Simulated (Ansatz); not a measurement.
```yaml
crystal:
  lattice:
    - [2.53311, 0.00000, 0.00000]
    - [0.00000, 2.53311, 0.00000]
    - [0.00000, 0.00000, 17.60116]
  atoms:
    - { symbol: Fe, position: [0.00000, 0.00000, 0.89977] }
    - { symbol: Fe, position: [0.50000, 0.50000, 0.39977] }
    - { symbol: Fe, position: [0.00000, 0.00000, 0.10023] }
    - { symbol: Fe, position: [0.50000, 0.50000, 0.60023] }
    - { symbol: Co, position: [0.00000, 0.00000, 0.70263] }
    - { symbol: Co, position: [0.50000, 0.50000, 0.20263] }
    - { symbol: Co, position: [0.00000, 0.00000, 0.29737] }
    - { symbol: Co, position: [0.50000, 0.50000, 0.79737] }
    - { symbol: Co, position: [0.00000, 0.00000, 0.50000] }
    - { symbol: Co, position: [0.50000, 0.50000, 0.00000] }
```

Space group I4/mmm; a structure generated by program, which may or may not match a known phase; spin-polarised.

The calculation used Ansatz 0.2.0, DFT PBE, scalar-relativistic, plane waves, PAW.

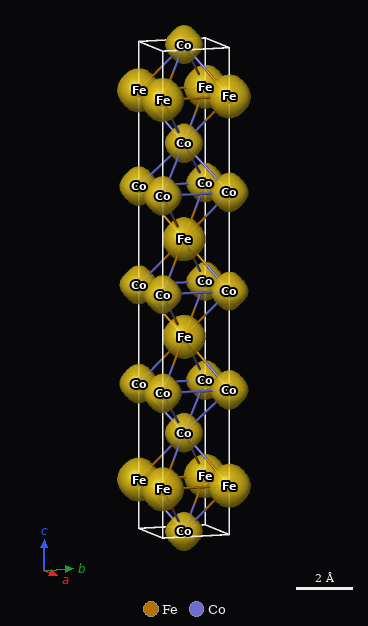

Fe2Co3. Isosurfaces of the magnetisation density (up minus down) at +0.3 (yellow) and −0.3 e/Å³ (cyan), seen slightly off an axis. Sticks mark near contacts.

The density is the valence pseudo-density of a PAW calculation; it isn't the true density close to the nuclei.

**Which atoms carry the moments, and with what signs?**

The spin density sits on Fe: +2.6 μB (×4); Co: +1.7 μB (×6) in one cell of 10 atoms: parallel moments (a ferromagnetic arrangement) in this solution. The cell of the calculation (5 atoms) carries 10.0 μB of net spin moment. Only one sign reaches the isovalue.
